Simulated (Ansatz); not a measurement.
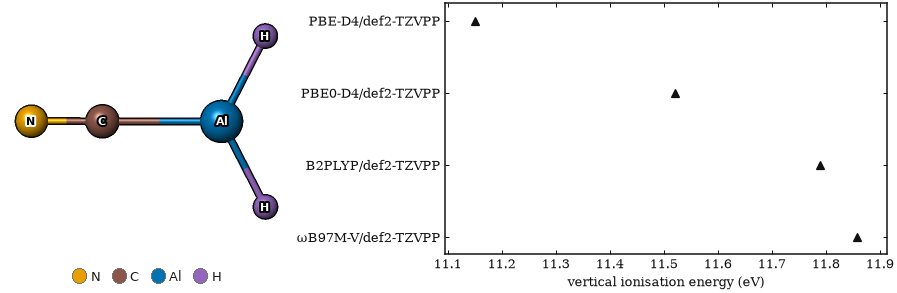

Vertical ionisation energy of CH₂AlN, SMILES N#[C][AlH2], singlet, taken as the energy of the cation less that of the neutral at fixed geometry (unrestricted doublet cation, cores frozen in correlated methods, no spin-orbit coupling), the Ansatz code, at a PBE0-D4/def2-TZVP geometry (a minimum by its frequencies).

### What range do the values span?

From 11.15 eV (PBE-D4/def2-TZVPP) to 11.86 eV (ωB97M-V/def2-TZVPP).

### Give the values.

| level | eV |
| --- | --- |
| PBE-D4/def2-TZVPP | 11.15 |
| PBE0-D4/def2-TZVPP | 11.52 |
| B2PLYP/def2-TZVPP | 11.79 |
| ωB97M-V/def2-TZVPP | 11.86 |
